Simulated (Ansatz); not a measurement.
```xyz
8

Si   -1.0565   -0.0217   -0.6533
O     1.5490    0.0353    1.3566
Cl    0.0172   -1.6361   -1.2115
Cl   -1.8276   -0.2301    1.1883
Cl   -2.5471    0.2711   -1.9871
H     1.7656    0.8852    0.9655
F    -0.1362    1.2601   -0.7134
H     2.2355   -0.5638    1.0549
```

The product side of a reaction path; geometry: PBE0-D4/def2-TZVP; a saddle point, not a minimum.

Method: Ansatz 0.2.0, RKS PBE0-D4/def2-TZVPP.

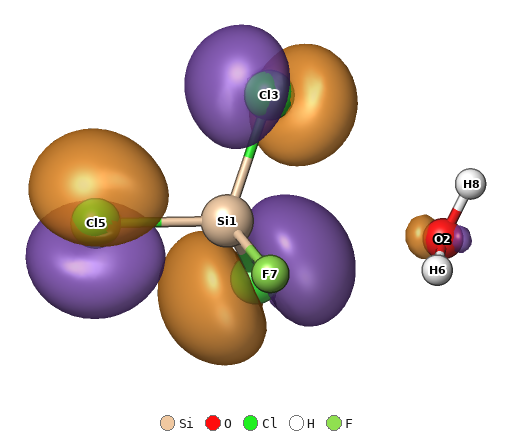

Cl3FSi···H2O. The HOMO−1 at ±0.1 Å⁻³ᐟ² (orange and purple are the two phases), seen at a tilt.

**Describe this orbital and give its energy.**

By Hirshfeld shares it lies mainly on Cl4 (about 40 %), Cl5 (about 35 %) and Cl3 (about 20 %); largely a combination of lone pairs on Cl4, Cl5 and Cl3. Its energy is −9.39 eV.
